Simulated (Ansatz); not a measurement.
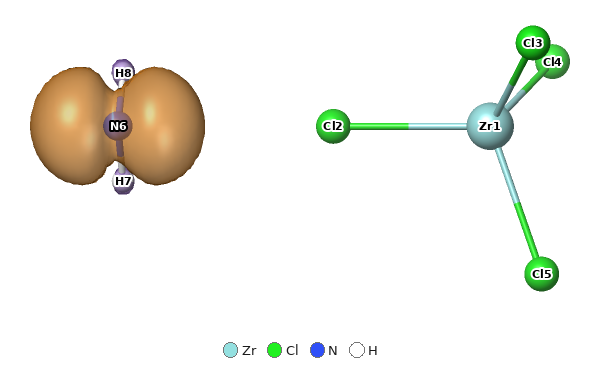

*Cl4Zr···NH2 (doublet). Isosurfaces of the spin density (α minus β) at +0.04 (orange) and −0.04 e/Å³ (purple), seen across its widest extent.*

Core potentials replace the inner electrons of Zr.

Level of theory: UKS PBE/def2-SVP (Ansatz 0.2.0).

```yaml
atoms:
  - { symbol: Zr, position_ang: [0.0069, -0.0041, -0.1031] }
  - { symbol: Cl, position_ang: [0.0481, -0.0302, 2.2341] }
  - { symbol: Cl, position_ang: [2.1908, 0.0096, -0.9292] }
  - { symbol: Cl, position_ang: [-1.1118, 1.9135, -0.8305] }
  - { symbol: Cl, position_ang: [-1.1158, -1.8980, -0.8830] }
  - { symbol: N, position_ang: [0.3728, -0.2385, 5.4140] }
  - { symbol: H, position_ang: [-0.6260, -0.5519, 5.4049] }
  - { symbol: H, position_ang: [0.2376, 0.7996, 5.4053] }
```

> Where is the unpaired spin?

The unpaired spin (1 electron) lies mostly on N6 (about 0.9), in electrons by Hirshfeld's partition.
